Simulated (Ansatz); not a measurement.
**CH6AlNSi: reading failed and doubtful runs**

3 inputs were typed for CH6AlNSi. Each is run as it stands; the log then has to tell whether the result can be used.

Computed with Ansatz 0.2.0, Gaussian basis. Level: the settings change from run to run.

## Step 1: The geometry

An earlier PBE0-D4 in a triple-zeta def2 set relaxation fixed the geometry.

SMILES `N=[C]([AlH2])[SiH3]`, 10 atoms, charge 0, spin multiplicity 1.

Atoms are counted from 1 here; the program's logs count them from 0.

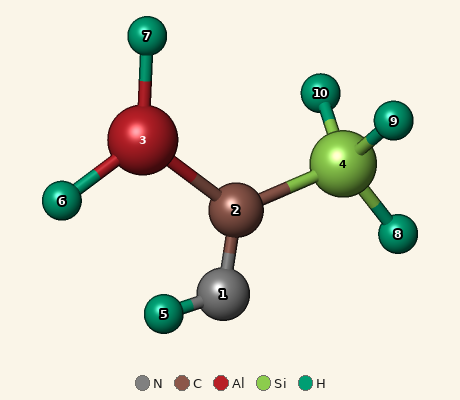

The structure; nitrogen grey, carbon brown, aluminium red, silicon green, hydrogen teal; atoms are numbered from 1 in the order of the file.

## Step 2: Try 1

in.yaml reads:

```yaml
crystal:
  periodic: [false, false, false]
  atoms:
    - {symbol: N, position_ang: [-1.540107, 0.254188, -0.750317]}
    - {symbol: C, position_ang: [-0.389568, 0.091452, -0.201570]}
    - {symbol: Al, position_ang: [0.835477, 1.657453, -0.132517]}
    - {symbol: Si, position_ang: [-0.008850, -1.633000, 0.474955]}
    - {symbol: H, position_ang: [-1.670135, 1.215462, -1.091491]}
    - {symbol: H, position_ang: [0.184359, 2.946499, -0.797007]}
    - {symbol: H, position_ang: [2.288636, 1.644010, 0.503394]}
    - {symbol: H, position_ang: [-1.134117, -2.575637, 0.258157]}
    - {symbol: H, position_ang: [0.292409, -1.512782, 1.929311]}
    - {symbol: H, position_ang: [1.225098, -2.138644, -0.189915]}
basis:
  gaussian: {orbitals: 6-31G}
total_charge: 4
magnetization: {spin_polarized: true, initial_magnetization: 0}
hamiltonian: {xc: {name: BHLYP}}
scf: {lower_state_search: full}
```

Started as:

```console
ansatz run in.yaml --threads 2 --pin off --events-out ev --progress --plain --max-ram 4352MiB
```

Standard output, cut to the lines that bear on the results:

```text
Functional definition: BHLYP
  name "BHLYP"
  cite "Becke, J. Chem. Phys. 98, 1372 (1993) doi:10.1063/1.464304"
  cite "Becke, Phys. Rev. A 38, 3098 (1988) doi:10.1103/PhysRevA.38.3098"
  cite "Lee, Yang & Parr, Phys. Rev. B 37, 785 (1988) doi:10.1103/PhysRevB.37.785"
[...]
729 factors; integrals over basis functions are off by at most 2.1e-4 eV
[...]
mean field -17020.17213703 eV, -625.4797893488 hartree, gradient 1.9e-5 eV, S^2 1.726909; 20 other end points of the search recorded, 0 dependent functions left out
reference -17020.17231691 eV, -625.4797959593 hartree; 21, 21 occupied and 35, 35 virtual orbitals, 729 factors
Total energy: -17020.17231691 eV, -625.4797959593 hartree
```

Wall time 25 s (2 threads of Arm Neoverse V2, shared host); peak memory 0.43 GiB.

What is wrong: The run converged, but a converged run isn't a right one. The charge is far from anything that the molecule holds. It asks for charge +4; the species has 0. Its energy belongs to another ion. To mend it, type the charge that the molecule really has.

## Step 3: Try 2

in.yaml reads:

```yaml
crystal:
  periodic: [false, false, false]
  atoms:
    - {symbol: N, position_ang: [-1.540107, 0.254188, -0.750317]}
    - {symbol: C, position_ang: [-0.389568, 0.091452, -0.201570]}
    - {symbol: Al, position_ang: [0.835477, 1.657453, -0.132517]}
    - {symbol: Si, position_ang: [-0.008850, -1.633000, 0.474955]}
    - {symbol: H, position_ang: [-1.670135, 1.215462, -1.091491]}
    - {symbol: H, position_ang: [0.184359, 2.946499, -0.797007]}
    - {symbol: H, position_ang: [2.288636, 1.644010, 0.503394]}
    - {symbol: H, position_ang: [-1.134117, -2.575637, 0.258157]}
    - {symbol: H, position_ang: [0.292409, -1.512782, 1.929311]}
    - {symbol: H, position_ang: [1.225098, -2.138644, -0.189915]}
basis:
  gaussian: {orbitals: def2-SVP}
magnetization: {spin_polarized: true, initial_magnetization: 6}
hamiltonian: {xc: {name: B2PLYP}}
output: {forces: true}
```

Same command.

Standard output, cut to the lines that bear on the results:

```text
Functional definition: B2PLYP
  name "B2PLYP"
  cite "Grimme, J. Chem. Phys. 124, 034108 (2006) doi:10.1063/1.2148954"
  cite "Becke, Phys. Rev. A 38, 3098 (1988) doi:10.1103/PhysRevA.38.3098"
  cite "Lee, Yang & Parr, Phys. Rev. B 37, 785 (1988) doi:10.1103/PhysRevB.37.785"
[...]
922 factors; integrals over basis functions are off by at most 1.2e-3 eV
[...]
mean field -17062.81174989 eV, -627.0467662194 hartree, gradient 3.1e-6 eV, S^2 12.028009; 8 other end points of the search recorded, 0 dependent functions left out
12 core orbitals not correlated: weight in the atoms' cores, before any rotation towards them, 1.000 or more for the frozen orbitals, at most 0.000 for the correlated occupied ones
reference -17062.81194124 eV, -627.0467732511 hartree; 14, 8 occupied and 68, 74 virtual orbitals, 922 factors
second order -13.16862254 eV of doubles, -0.00000000 eV of singles
[...]
Atom 0 at    -1.540107     0.254188    -0.750317 Å, force    -6.638892     1.690428    -3.387044 eV/Å
Atom 1 at    -0.389568     0.091452    -0.201570 Å, force     5.523154    -5.909801     4.150986 eV/Å
Atom 2 at     0.835477     1.657453    -0.132517 Å, force     0.323098    -0.548578     0.303615 eV/Å
Atom 3 at    -0.008850    -1.633000     0.474955 Å, force     0.563539     0.156138     0.198088 eV/Å
Atom 4 at    -1.670135     1.215462    -1.091491 Å, force    -1.023092     0.831720    -0.692046 eV/Å
Atom 5 at     0.184359     2.946499    -0.797007 Å, force     0.072163     3.219823    -0.921873 eV/Å
Atom 6 at     2.288636     1.644010     0.503394 Å, force     1.219666     0.453746     0.395886 eV/Å
Atom 7 at    -1.134117    -2.575637     0.258157 Å, force    -0.018200     0.037132    -0.018909 eV/Å
Atom 8 at     0.292409    -1.512782     1.929311 Å, force    -0.037350     0.052084     0.046336 eV/Å
Atom 9 at     1.225098    -2.138644    -0.189915 Å, force     0.015914     0.017308    -0.075041 eV/Å
Dipole moment:    -0.311982    -0.204265    -0.075322 e Å
```

Wall time 14 s (2 threads of Arm Neoverse V2, shared host); peak memory 0.43 GiB.

**Diagnosis.** It ended without an error, which proves nothing about the input. The spin is set far too high for this molecule. It asks for 6 unpaired electrons; the ground state has 0. Its energy belongs to an excited spin state, not the ground state. To mend it, set initial_magnetization back to that of the ground state.

## Step 4: Try 3

in.yaml reads:

```yaml
crystal:
  periodic: [false, false, false]
  atoms:
    - {symbol: N, position_ang: [-3.557646, 0.587174, -1.733233]}
    - {symbol: C, position_ang: [-0.899901, 0.211254, -0.465626]}
    - {symbol: Al, position_ang: [1.929951, 3.828715, -0.306115]}
    - {symbol: Si, position_ang: [-0.020443, -3.772230, 1.097146]}
    - {symbol: H, position_ang: [-3.858013, 2.807717, -2.521345]}
    - {symbol: H, position_ang: [0.425869, 6.806413, -1.841086]}
    - {symbol: H, position_ang: [5.286748, 3.797662, 1.162840]}
    - {symbol: H, position_ang: [-2.619810, -5.949721, 0.596344]}
    - {symbol: H, position_ang: [0.675465, -3.494526, 4.456709]}
    - {symbol: H, position_ang: [2.829976, -4.940268, -0.438703]}
basis:
  gaussian: {orbitals: pcseg-2}
magnetization: {spin_polarized: true, initial_magnetization: 2}
hamiltonian: {xc: {name: wB97X}}
output: {forces: true}
```

The command is unchanged.

Standard output:

```text
Functional definition: wB97X
  name "wB97X"
  cite "Chai & Head-Gordon, J. Chem. Phys. 128, 084106 (2008) doi:10.1063/1.2834918"
  cite "Becke, J. Chem. Phys. 107, 8554 (1997) doi:10.1063/1.475007"
  parameter omega = 0.3/bohr
  parameter cx = 0.157706
  parameter cx1 = 0.726479
  parameter cx2 = 1.04760
  parameter cx3 = -5.70635
  parameter cx4 = 13.2794
  parameter css1 = -4.33879
  parameter css2 = 18.2308
  parameter css3 = -31.7430
  parameter css4 = 17.2901
  parameter cos1 = 2.37031
  parameter cos2 = -11.3995
  parameter cos3 = 6.58405
  parameter cos4 = -3.78132
  # The coefficients of nought are those of the uniform gas.
  exchange = spin_sum(e_x_unif_sr(omega)*poly(b97_u_x, 1 - cx, cx1, cx2, cx3, cx4)) + cx*exact_x_sr(omega)
      + exact_x_lr(omega)
  correlation = spin_sum(e_c_pw_same_spin*poly(b97_u_same, 1, css1, css2, css3, css4))
      + integral(e_c_pw_opposite_spin*poly(b97_u_opposite, 1, cos1, cos2, cos3, cos4))
1145 factors; their error is unknown
288 factors; integrals over basis functions are off by at most 1.6e-4 eV
mean field evaluation 1: about -17012.3252 eV, gradient 6.9e1 eV
mean field evaluation 2: about -16670.2559 eV, gradient 1.5e2 eV
mean field evaluation 4: about -16994.3229 eV, gradient 6.8e1 eV
mean field evaluation 8: about -17063.3398 eV, gradient 7.4e0 eV
mean field evaluation 16: about -17066.3482 eV, gradient 1.2e-1 eV
mean field evaluation 32: about -17066.3552 eV, gradient 3.4e-1 eV
Error: SIGTERM received: run cancelled behind 53 evaluations of the mean field
```

Wall time 94 s (2 threads of Arm Neoverse V2, shared host).

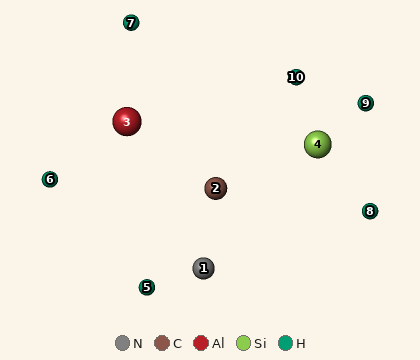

The geometry of this input.

What is wrong: The run hit its time limit. The geometry is stretched to more than twice its size. The shortest distance is 2.38 Å (N1–H5), against 1.03 Å in the relaxed molecule. It also asks for charge 0 and multiplicity 3, another species or state than the molecule above. Its coordinates are also moved off the relaxed structure. Cure: use the relaxed coordinates, and set charge and spin to those of the species named.

## Step 5: Summary

```csv
try,level,ended,cause,time
1,BHLYP/6-31G,converged,the charge is far from anything that the molecule holds,25 s
2,B2PLYP/def2-SVP,converged,the spin is set far too high for this molecule,14 s
3,wB97X/pcseg-2,timeout,the geometry is stretched to more than twice its size,94 s
```

**Reading.** 2 converged, 1 timeout. The dangerous case is the input that converges on a wrong geometry, charge, spin, basis or grid: often only a look at the input shows it.
